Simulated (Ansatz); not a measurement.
## Electronic structure of CH4AlNSi in real space

Input

```
crystal:
  periodic: [false, false, false]
  atoms:
    - { symbol: "N", position_ang: [-0.89298, 1.19604, -0.62875] }
    - { symbol: Al, position_ang: [0.68726, 0.45715, -0.21824] }
    - { symbol: C, position_ang: [1.25136, -0.39819, 1.47039] }
    - { symbol: Si, position_ang: [0.37919, -1.85703, 1.19106] }
    - { symbol: H, position_ang: [-1.09351, 1.64047, -1.51793] }
    - { symbol: H, position_ang: [-1.67488, 1.3843, -0.01223] }
    - { symbol: H, position_ang: [2.07119, 0.21936, 1.83729] }
    - { symbol: H, position_ang: [-0.29973, -3.16171, 1.12463] }
basis:
  gaussian: { orbitals: cc-pVDZ }
hamiltonian:
  xc: b3lyp
  dispersion: d4
relax:
  f_tol: 0.02
  max_steps: 50
output:
  orbitals: {}
```

Command:

```sh
ansatz run input.yaml --threads 2 --pin off --max-ram 3072MiB --backend cpu --events-out ev --progress --plain --runs-dir out
```

The fields are those of the run's last geometry, not of the input's.

Theory: RKS B3LYP-D4/cc-pVDZ (Ansatz 0.2.0).

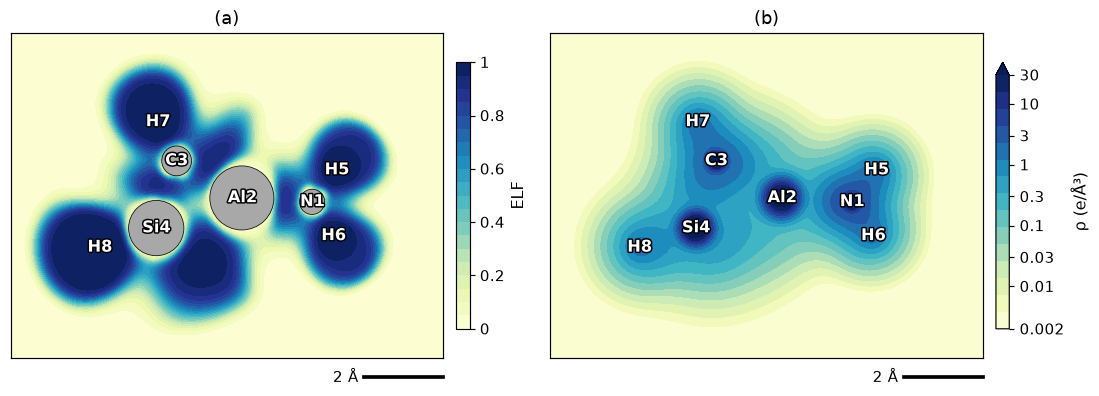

Figure 1. (a) electron localisation function; (b) electron density on the molecular plane. Grey discs cover the atomic cores in the ELF map.

What does the map show?

The plane passes through N, Al, C, Si and H nuclei. C–Si (1.78 Å): ρ is about 0.99 e/Å³ halfway; the ELF peaks at about 0.90 between the atoms, as expected for a covalent bond. Al–N (1.78 Å): the density is about 0.77 e/Å³ at the midpoint; the ELF peaks at about 0.90 in the valence shell of N, 0.7 Å from its nucleus, and is about 0.55 at the midpoint. C–Al (1.90 Å): the density is about 0.68 e/Å³ at the midpoint; the ELF peaks at about 0.85 in the valence shell of C, 0.7 Å from its nucleus, and is about 0.65 at the midpoint. Al–Si (2.30 Å): ρ is about 0.39 e/Å³ halfway; the ELF is about 0.45 at the midpoint. N–H (1.02 Å): ρ is about 2.8 e/Å³ halfway; the ELF climbs to about 1 towards the hydrogen, as it does in any bond to H (a covalent bond by its length).

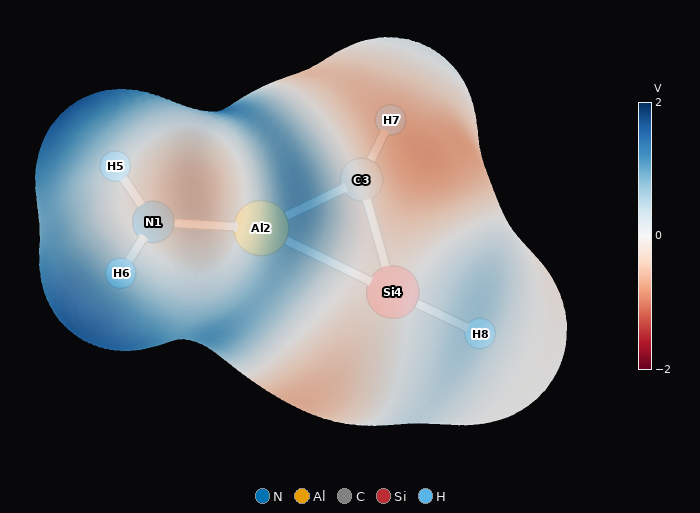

Figure 2. The electrostatic potential painted on the density surface at 0.002 e/bohr³, seen at a tilt; red is negative and blue positive.

Where is the surface potential most negative and most positive?

The most negative region (about −0.9 V) lies over the π face of C3, the most positive (about +1.7 V) over H5 and H6.

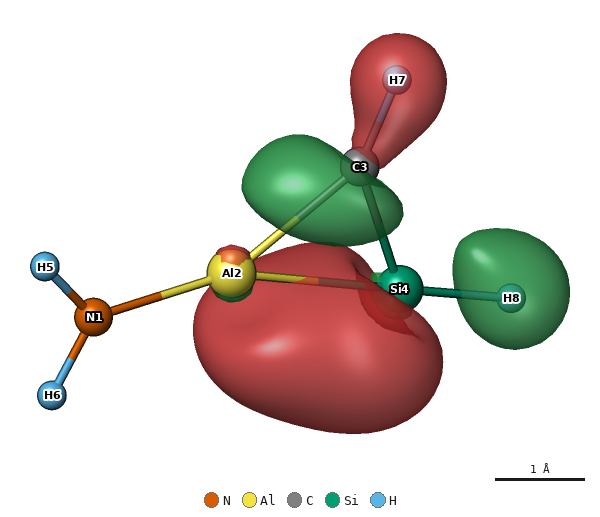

Figure 3. The HOMO at ±0.15 Å⁻³ᐟ² (green and red are the two phases), seen at a tilt.

What is the character of this orbital?

By Hirshfeld shares it lies mainly on Si4 (about 45 %), Al2 (about 25 %), C3 (about 15 %) and H8 (about 10 %); it is symmetric in the molecular plane (an in-plane orbital: σ, lone-pair or in-plane π type). Its energy is −6.25 eV.
